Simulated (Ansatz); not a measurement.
## Nudged elastic band of MoHCl5F2

System: MoHCl5F2.
Method: RKS PBE/def2-SVP (Ansatz 0.2.0).

It belongs to a series of runs on one base structure; here: band between the two ends. Figures and captions count atoms from 1; the log counts them from 0 in places.

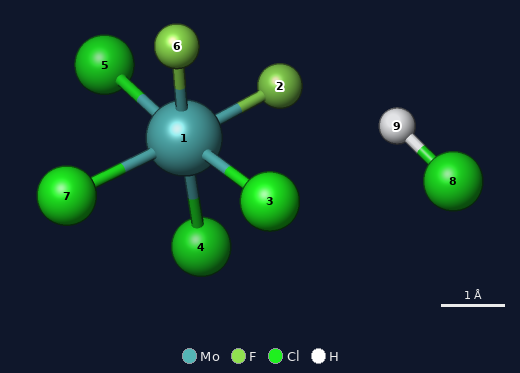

The starting structure (ball-and-stick view, seen at a tilt; atoms are numbered from 1 in the order of the input). Sticks mark near contacts.

**Input**
```yaml
crystal:
  periodic: [false, false, false]
  atoms:
    - { symbol: Mo, position_ang: [-0.183714, -0.036092, -0.311523] }
    - { symbol: F, position_ang: [-0.054743, 0.334149, 1.538968] }
    - { symbol: Cl, position_ang: [2.110714, 0.084871, -0.431506] }
    - { symbol: Cl, position_ang: [-0.378621, 2.213814, -0.718738] }
    - { symbol: Cl, position_ang: [-2.467807, -0.243605, -0.030433] }
    - { symbol: F, position_ang: [-0.014399, -1.835899, 0.141193] }
    - { symbol: Cl, position_ang: [-0.357913, -0.575436, -2.531744] }
    - { symbol: Cl, position_ang: [2.517802, 1.970273, 2.477561] }
    - { symbol: H, position_ang: [1.397581, 1.304125, 2.480221] }
basis:
  gaussian: { orbitals: def2-SVP }
hamiltonian:
  xc: pbe
neb:
  order_check: false
  images: 7
  f_tol: 0.03
  max_iterations: 60
  final_atoms:
    - { symbol: Mo, position_ang: [0.32980191, 0.43143048, -0.4980575] }
    - { symbol: F, position_ang: [-0.24496851, -0.35602898, 3.20840948] }
    - { symbol: Cl, position_ang: [2.43202352, 0.22207411, -1.44282517] }
    - { symbol: Cl, position_ang: [0.00107523, 2.40327147, -1.63277966] }
    - { symbol: Cl, position_ang: [-1.72315845, 0.60359112, 0.52206016] }
    - { symbol: F, position_ang: [0.66296658, -1.1329737, 0.45466939] }
    - { symbol: Cl, position_ang: [-0.58737371, -0.81838347, -2.20055001] }
    - { symbol: Cl, position_ang: [1.2921198, 1.61466859, 1.30059925] }
    - { symbol: H, position_ang: [0.40641362, 0.24855038, 2.90247305] }
  initial_path:
    images:
      - { positions_ang: [[-0.183714, -0.036092, -0.311523], [-0.054743, 0.334149, 1.538968], [2.110714, 0.084871, -0.431506], [-0.378621, 2.213814, -0.718738], [-2.467807, -0.243605, -0.030433], [-0.014399, -1.835899, 0.141193], [-0.357913, -0.575436, -2.531744], [2.517802, 1.970273, 2.477561], [1.397581, 1.304125, 2.480221]] }
      - { positions_ang: [[-0.13727881, -0.0311929, -0.22878495], [-0.04245971, 0.27608153, 1.688253], [2.16103628, 0.06122291, -0.31678341], [-0.28503892, 2.23283315, -0.56644791], [-2.42784265, -0.1885212, -0.01995623], [-0.00908202, -1.82285589, 0.1354644], [-0.26584781, -0.46794683, -2.47054598], [2.31569063, 1.932328, 2.04498551], [1.259723, 1.22425123, 2.34781457]] }
      - { positions_ang: [[-0.09084362, -0.02629379, -0.1460469], [-0.03017642, 0.21801406, 1.837538], [2.21135856, 0.03757482, -0.20206083], [-0.19145683, 2.25185231, -0.41415782], [-2.3878783, -0.1334374, -0.00947946], [-0.00376504, -1.80981278, 0.1297358], [-0.17378261, -0.36045767, -2.40934796], [2.11357926, 1.894383, 1.61241002], [1.12186501, 1.14437745, 2.21540815]] }
      - { positions_ang: [[-0.04440843, -0.02139469, -0.06330884], [-0.01789313, 0.15994659, 1.986823], [2.26168085, 0.01392673, -0.08733824], [-0.09787475, 2.27087146, -0.26186772], [-2.34791396, -0.07835361, 0.0009973], [0.00155194, -1.79676967, 0.1240072], [-0.08171742, -0.2529685, -2.34814995], [1.91146789, 1.85643801, 1.17983453], [0.98400701, 1.06450368, 2.08300172]] }
      - { positions_ang: [[0.00202676, -0.01649558, 0.01942921], [-0.00560984, 0.10187912, 2.136108], [2.31200313, -0.00972136, 0.02738434], [-0.00429266, 2.28989062, -0.10957763], [-2.30794961, -0.02326981, 0.01147407], [0.00686891, -1.78372657, 0.1182786], [0.01034777, -0.14547934, -2.28695193], [1.70935652, 1.81849301, 0.74725904], [0.84614902, 0.9846299, 1.95059529]] }
      - { positions_ang: [[0.08397055, 0.09548593, -0.10994247], [-0.06544951, -0.0125979, 2.40418337], [2.34200823, 0.04822751, -0.34016803], [-0.00295069, 2.31823583, -0.49037814], [-2.16175182, 0.13344542, 0.1391206], [0.17089333, -1.62103835, 0.2023763], [-0.1390826, -0.31370537, -2.26535145], [1.60504734, 1.76753691, 0.88559409], [0.73621517, 0.80061002, 2.18856473]] }
      - { positions_ang: [[0.16591434, 0.20746745, -0.23931414], [-0.12528917, -0.12707493, 2.67225874], [2.37201333, 0.10617638, -0.70772041], [-0.00160871, 2.34658104, -0.87117864], [-2.01555403, 0.29016065, 0.26676712], [0.33491775, -1.45835014, 0.286474], [-0.28851297, -0.4819314, -2.24375097], [1.50073816, 1.7165808, 1.02392914], [0.62628132, 0.61659014, 2.42653417]] }
      - { positions_ang: [[0.24785812, 0.31944896, -0.36868582], [-0.18512884, -0.24155196, 2.94033411], [2.40201842, 0.16412525, -1.07527279], [-0.00026674, 2.37492626, -1.25197915], [-1.86935624, 0.44687589, 0.39441364], [0.49894217, -1.29566192, 0.37057169], [-0.43794334, -0.65015743, -2.22215049], [1.39642898, 1.6656247, 1.1622642], [0.51634747, 0.43257026, 2.66450361]] }
      - { positions_ang: [[0.32980191, 0.43143048, -0.4980575], [-0.24496851, -0.35602898, 3.20840948], [2.43202352, 0.22207411, -1.44282517], [0.00107523, 2.40327147, -1.63277966], [-1.72315845, 0.60359112, 0.52206016], [0.66296658, -1.1329737, 0.45466939], [-0.58737371, -0.81838347, -2.20055001], [1.2921198, 1.61466859, 1.30059925], [0.40641362, 0.24855038, 2.90247305]] }
```

Launch command:
```bash
ansatz run input.yaml --threads 4 --pin off --max-ram 5120MiB --backend cpu --events-out ev --progress --plain --runs-dir out
```

**What the program printed**
```
Engine: ansatz 0.2.0, aarch64-unknown-linux-gnu
Functional definition: PBE
  parameter kappa = 0.804
  parameter beta = 0.06672455060314922
  exchange = pbe_x(kappa = kappa, mu = beta*pi^2/3)
  correlation = pbe_c(beta = beta)
1632 factors; their error is unknown
mean field evaluation 1: about -69865.3686 eV, gradient 5.8e1 eV
mean field evaluation 2: about -69550.6365 eV, gradient 3.5e2 eV
mean field evaluation 4: about -69862.1825 eV, gradient 6.6e1 eV
mean field evaluation 8: about -69871.8588 eV, gradient 4.6e-2 eV
mean field evaluation 16: about -69840.7975 eV, gradient 6.8e1 eV
mean field -69871.77030370 eV, -2567.7401978739 hartree, gradient 1.1e-5 eV, S^2 0.000000; 0 other end points of the search recorded, 0 dependent functions left out
the calculation of the forces begins
reference -69871.77037684 eV, -2567.7402005618 hartree; 59, 59 occupied and 95, 95 virtual orbitals, 1632 factors
1632 factors; their error is unknown
mean field evaluation 32: about -69865.4551 eV, gradient 5.7e1 eV
mean field -69871.37536023 eV, -2567.7256839692 hartree, gradient 2.1e-5 eV, S^2 0.000000; 1 other end points of the search recorded, 0 dependent functions left out
[... from here on the field's lines of each further geometry are left out, up to the last ...]
NEB iter   1: max|band force component| = 8.399e0 eV/Å  barrier→ = 8.8190 eV  barrier← = 8.4240 eV  Δτ_max = 0.1997 Å  (1346 SCF iters)
NEB iter   2: max|band force component| = 5.474e0 eV/Å  barrier→ = 5.1841 eV  barrier← = 4.7891 eV  Δτ_max = 0.1979 Å  (345 SCF iters)
NEB iter   3: max|band force component| = 3.109e0 eV/Å  barrier→ = 3.0991 eV  barrier← = 2.7042 eV  Δτ_max = 0.2000 Å  (323 SCF iters)
NEB iter   4: max|band force component| = 1.783e0 eV/Å  barrier→ = 2.1780 eV  barrier← = 1.7831 eV  Δτ_max = 0.1999 Å  (319 SCF iters)
NEB iter   5: max|band force component| = 1.342e0 eV/Å  barrier→ = 1.5852 eV  barrier← = 1.1903 eV  Δτ_max = 0.1556 Å  (327 SCF iters)
NEB iter   6: max|band force component| = 9.815e-1 eV/Å  barrier→ = 1.4530 eV  barrier← = 1.0581 eV  Δτ_max = 0.1331 Å  (282 SCF iters)
NEB iter   7: max|band force component| = 6.649e-1 eV/Å  barrier→ = 1.3464 eV  barrier← = 0.9515 eV  Δτ_max = 0.1148 Å  (289 SCF iters)
NEB iter   8: max|band force component| = 8.266e-1 eV/Å  barrier→ = 1.2991 eV  barrier← = 0.9041 eV  Δτ_max = 0.0579 Å  (277 SCF iters)
NEB iter   9: max|band force component| = 4.865e-1 eV/Å  barrier→ = 1.2603 eV  barrier← = 0.8654 eV  CI = image 4  Δτ_max = 0.1146 Å  (268 SCF iters)
NEB iter  10: max|band force component| = 9.694e-1 eV/Å  barrier→ = 1.1910 eV  barrier← = 0.7961 eV  CI = image 4  Δτ_max = 0.0579 Å  (293 SCF iters)
NEB iter  11: max|band force component| = 5.453e-1 eV/Å  barrier→ = 1.1501 eV  barrier← = 0.7551 eV  CI = image 4  Δτ_max = 0.1166 Å  (259 SCF iters)
NEB iter  12: max|band force component| = 5.586e-1 eV/Å  barrier→ = 1.0693 eV  barrier← = 0.6744 eV  CI = image 4  Δτ_max = 0.1162 Å  (283 SCF iters)
NEB iter  13: max|band force component| = 2.312e-1 eV/Å  barrier→ = 1.0016 eV  barrier← = 0.6066 eV  CI = image 4  Δτ_max = 0.2000 Å  (284 SCF iters)
NEB iter  14: max|band force component| = 4.096e-1 eV/Å  barrier→ = 0.9236 eV  barrier← = 0.5287 eV  CI = image 4  Δτ_max = 0.0999 Å  (290 SCF iters)
NEB iter  15: max|band force component| = 2.695e-1 eV/Å  barrier→ = 0.9093 eV  barrier← = 0.5144 eV  CI = image 4  Δτ_max = 0.1992 Å  (264 SCF iters)
NEB iter  16: max|band force component| = 2.566e-1 eV/Å  barrier→ = 0.9086 eV  barrier← = 0.5136 eV  CI = image 4  Δτ_max = 0.1995 Å  (276 SCF iters)
NEB iter  17: max|band force component| = 2.549e-1 eV/Å  barrier→ = 0.9085 eV  barrier← = 0.5135 eV  CI = image 4  Δτ_max = 0.0619 Å  (279 SCF iters)
NEB iter  18: max|band force component| = 1.129e-1 eV/Å  barrier→ = 0.9070 eV  barrier← = 0.5121 eV  CI = image 4  Δτ_max = 0.2000 Å  (249 SCF iters)
NEB iter  19: max|band force component| = 9.695e-2 eV/Å  barrier→ = 0.9053 eV  barrier← = 0.5104 eV  CI = image 4  Δτ_max = 0.0999 Å  (262 SCF iters)
NEB iter  20: max|band force component| = 4.709e-2 eV/Å  barrier→ = 0.9042 eV  barrier← = 0.5093 eV  CI = image 4  Δτ_max = 0.0512 Å  (238 SCF iters)
NEB iter  21: max|band force component| = 3.790e-2 eV/Å  barrier→ = 0.9044 eV  barrier← = 0.5094 eV  CI = image 4  Δτ_max = 0.0216 Å  (242 SCF iters)
the calculation of the forces begins
reference -69871.36662625 eV, -2567.7253630015 hartree; 59, 59 occupied and 95, 95 virtual orbitals, 1632 factors
1632 factors; their error is unknown
mean field evaluation 1664: about -69870.9554 eV, gradient 1.6e-1 eV
mean field -69870.86625055 eV, -2567.7069745337 hartree, gradient 2.3e-5 eV, S^2 0.000000; 4 other end points of the search recorded, 0 dependent functions left out
the calculation of the forces begins
reference -69870.86632598 eV, -2567.7069773057 hartree; 59, 59 occupied and 95, 95 virtual orbitals, 1632 factors
NEB iter  22: max|band force component| = 1.931e-2 eV/Å  barrier→ = 0.9041 eV  barrier← = 0.5091 eV  CI = image 4  Δτ_max = 0.0000 Å  (808 SCF iters)
```

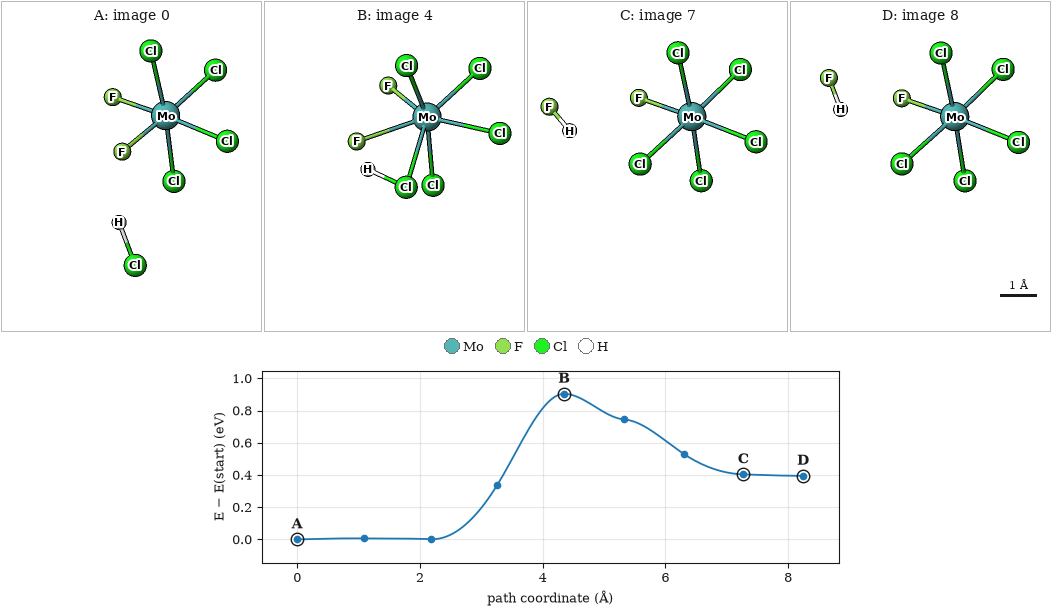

Images of the last band (counted from 0; ball-and-stick, seen at a tilt) above the energy along the path; the line is a cubic interpolation that uses the forces. The highest image is number 4, 0.904 eV above the start and 0.509 eV above the end (the climbing image); the end lies 0.395 eV above the start. The path is 8.24 Å long. The band converged in 22 iterations.

```
Total energy: -69870.86632598 eV, -2567.7069773057 hartree
Atom 0 at     0.167915     0.151101    -0.133754 Å, force    -0.007245     0.002293    -0.017654 eV/Å
Atom 1 at     0.495441    -0.429883     1.848240 Å, force     0.002596    -0.015273     0.014676 eV/Å
Atom 2 at     2.441517    -0.017984    -0.246949 Å, force    -0.006373     0.004249     0.001570 eV/Å
Atom 3 at     0.216968     2.194512    -1.248847 Å, force     0.008533    -0.003543     0.005390 eV/Å
Atom 4 at    -1.927831     0.605852     0.649330 Å, force     0.000190    -0.000011     0.002822 eV/Å
Atom 5 at    -0.092923    -1.693177    -0.036413 Å, force     0.005010     0.003379    -0.003208 eV/Å
Atom 6 at    -0.346600    -0.486892    -2.324045 Å, force    -0.001883    -0.002951     0.003387 eV/Å
Atom 7 at     0.866345     2.141686     1.863956 Å, force     0.003611     0.013155     0.000075 eV/Å
Atom 8 at     0.748067     0.750985     2.242480 Å, force    -0.004439    -0.001299    -0.007058 eV/Å
Dipole moment:     0.014896     0.122258    -0.029837 e Å
this run last wrote the band of iteration 22 to [file]
```

**The last band as extended XYZ (Å, eV, eV/Å)**
```
9
Properties=species:S:1:pos:R:3:forces:R:3 image=0 energy=-69871.77030
Mo   -0.1837   -0.0361   -0.3115    0.0040   0.0078  -0.0086
F    -0.0547    0.3341    1.5390   -0.0040   0.0034   0.0066
Cl    2.1107    0.0849   -0.4315   -0.0036   0.0050  -0.0011
Cl   -0.3786    2.2138   -0.7187   -0.0047   0.0031  -0.0058
Cl   -2.4678   -0.2436   -0.0304    0.0059   0.0019   0.0016
F    -0.0144   -1.8359    0.1412    0.0026  -0.0079   0.0020
Cl   -0.3579   -0.5754   -2.5317   -0.0017  -0.0055   0.0011
Cl    2.5178    1.9703    2.4776   -0.0064  -0.0127   0.0028
H     1.3976    1.3041    2.4802    0.0078   0.0050   0.0013
9
Properties=species:S:1:pos:R:3:forces:R:3 image=1 energy=-69871.76423
Mo   -0.1098   -0.1274   -0.3072    0.0004  -0.0004  -0.0011
F     0.1836    0.0389    1.5518    0.0018  -0.0014   0.0000
Cl    2.1742   -0.3002   -0.5745   -0.0001  -0.0018  -0.0015
Cl   -0.0183    2.1504   -0.5145    0.0022  -0.0003   0.0004
Cl   -2.3777   -0.0491    0.1226    0.0009   0.0010   0.0011
F    -0.1741   -1.9705   -0.0304   -0.0007  -0.0003  -0.0004
Cl   -0.4698   -0.4478   -2.5470   -0.0011   0.0005   0.0005
Cl    2.0555    2.4921    2.4288   -0.0028   0.0025   0.0007
H     1.3052    1.4296    2.4845   -0.0006   0.0002   0.0004
9
Properties=species:S:1:pos:R:3:forces:R:3 image=2 energy=-69871.76889
Mo    0.0075   -0.1860   -0.3563   -0.0026   0.0018  -0.0001
F     0.5106   -0.0530    1.4595   -0.0035  -0.0107  -0.0008
Cl    2.2190   -0.6092   -0.8666    0.0002   0.0126   0.0070
Cl    0.3214    2.0669   -0.5905   -0.0028   0.0084  -0.0101
Cl   -2.1845    0.1232    0.3004    0.0108   0.0137   0.0115
F    -0.2178   -2.0139   -0.0613   -0.0002   0.0007   0.0005
Cl   -0.6209   -0.4589   -2.5444    0.0075  -0.0047   0.0102
Cl    1.4099    2.8058    2.6934   -0.0052  -0.0058  -0.0124
H     1.1237    1.5414    2.5798   -0.0042  -0.0159  -0.0057
9
Properties=species:S:1:pos:R:3:forces:R:3 image=3 energy=-69871.43055
Mo    0.0786   -0.0739   -0.2699   -0.0267  -0.1345  -0.0648
F     0.5112   -0.2621    1.5805   -0.0314   0.0964  -0.1511
Cl    2.3584   -0.2282   -0.5320   -0.0401  -0.1077  -0.1241
Cl    0.2521    2.1236   -0.9176    0.0547  -0.0314   0.1869
Cl   -2.0068    0.4514    0.5433   -0.0678  -0.1117  -0.1108
F    -0.1799   -1.9107   -0.0947   -0.0285  -0.1319  -0.0500
Cl   -0.5117   -0.5540   -2.4330   -0.0353  -0.0474  -0.0946
Cl    1.1302    2.4831    2.3519    0.1089   0.2074   0.3083
H     0.9368    1.1872    2.3856    0.0661   0.2608   0.1002
9
Properties=species:S:1:pos:R:3:forces:R:3 image=4 energy=-69870.86625
Mo    0.1679    0.1511   -0.1338   -0.0072   0.0023  -0.0177
F     0.4954   -0.4299    1.8482    0.0026  -0.0153   0.0147
Cl    2.4415   -0.0180   -0.2469   -0.0064   0.0042   0.0016
Cl    0.2170    2.1945   -1.2488    0.0085  -0.0035   0.0054
Cl   -1.9278    0.6059    0.6493    0.0002   0.0000   0.0028
F    -0.0929   -1.6932   -0.0364    0.0050   0.0034  -0.0032
Cl   -0.3466   -0.4869   -2.3240   -0.0019  -0.0030   0.0034
Cl    0.8663    2.1417    1.8640    0.0036   0.0132   0.0001
H     0.7481    0.7510    2.2425   -0.0044  -0.0013  -0.0071
9
Properties=species:S:1:pos:R:3:forces:R:3 image=5 energy=-69871.02510
Mo    0.1850    0.3581   -0.2191    0.0074   0.0054  -0.0026
F     0.5627   -0.5402    2.3633   -0.0045  -0.0043   0.0174
Cl    2.4374   -0.0537   -0.2838    0.0019   0.0041  -0.0041
Cl    0.2222    2.3026   -1.5170    0.0021   0.0044  -0.0100
Cl   -1.9554    0.6141    0.5558   -0.0085  -0.0031   0.0000
F    -0.0386   -1.4609    0.0792    0.0023   0.0091   0.0046
Cl   -0.3347   -0.4483   -2.3550   -0.0030   0.0028  -0.0019
Cl    0.7579    2.0670    1.4250   -0.0016  -0.0047  -0.0167
H     0.7323    0.3777    2.5654    0.0040  -0.0137   0.0133
9
Properties=species:S:1:pos:R:3:forces:R:3 image=6 energy=-69871.23923
Mo    0.1629    0.4600   -0.4186   -0.0069   0.0323  -0.0641
F     0.6450   -0.6757    2.9390    0.0258  -0.0599   0.1780
Cl    2.4213    0.0367   -0.5884   -0.0047   0.0394  -0.0988
Cl    0.2196    2.3538   -1.7277   -0.0019   0.0373  -0.0528
Cl   -2.0235    0.7548    0.2461   -0.0237   0.0369  -0.0998
F     0.0448   -1.2033    0.3921    0.0286   0.0838   0.0848
Cl   -0.3781   -0.6371   -2.3754   -0.0116  -0.0363  -0.0132
Cl    0.7315    1.8855    1.3899   -0.0085  -0.0674   0.0035
H     0.7454    0.2416    2.7571    0.0028  -0.0661   0.0623
9
Properties=species:S:1:pos:R:3:forces:R:3 image=7 energy=-69871.36655
Mo    0.2345    0.4850   -0.5145   -0.0009  -0.0043  -0.0021
F     0.2313   -0.6217    3.3131   -0.0070  -0.0007   0.0070
Cl    2.4425    0.1560   -1.1186   -0.0014   0.0042  -0.0062
Cl    0.1350    2.4086   -1.7672   -0.0001   0.0021  -0.0011
Cl   -1.9426    0.7577    0.1947    0.0027  -0.0015  -0.0032
F     0.3518   -1.0489    0.5290    0.0061   0.0039  -0.0004
Cl   -0.4727   -0.7960   -2.2927   -0.0041  -0.0021   0.0005
Cl    0.9674    1.7353    1.3413    0.0065  -0.0006   0.0031
H     0.6218    0.1401    2.9288   -0.0016  -0.0009   0.0024
9
Properties=species:S:1:pos:R:3:forces:R:3 image=8 energy=-69871.37536
Mo    0.3298    0.4314   -0.4981   -0.0094   0.0109  -0.0041
F    -0.2450   -0.3560    3.2084    0.0251   0.0227  -0.0145
Cl    2.4320    0.2221   -1.4428   -0.0002   0.0015   0.0056
Cl    0.0011    2.4033   -1.6328   -0.0006  -0.0032   0.0015
Cl   -1.7232    0.6036    0.5221    0.0024  -0.0036  -0.0061
F     0.6630   -1.1330    0.4547    0.0029  -0.0045   0.0026
Cl   -0.5874   -0.8184   -2.2005   -0.0033  -0.0007   0.0006
Cl    1.2921    1.6147    1.3006    0.0087  -0.0020  -0.0002
H     0.4064    0.2485    2.9025   -0.0257  -0.0211   0.0146
```

**Summary**

| quantity | value |
| --- | --- |
| outcome | converged |
| barrier, forward | 0.904 eV |
| barrier, backward | 0.509 eV |
| hardware | 4 threads of Arm Neoverse V1, 24 GiB of memory available, shared host |
| wall time | 9.5 min (CPU time 37 min) |
| peak memory | 0.31 GiB |

The run takes a singlet; with an open-shell metal another spin state may lie lower. The order of the saddle point was not checked.
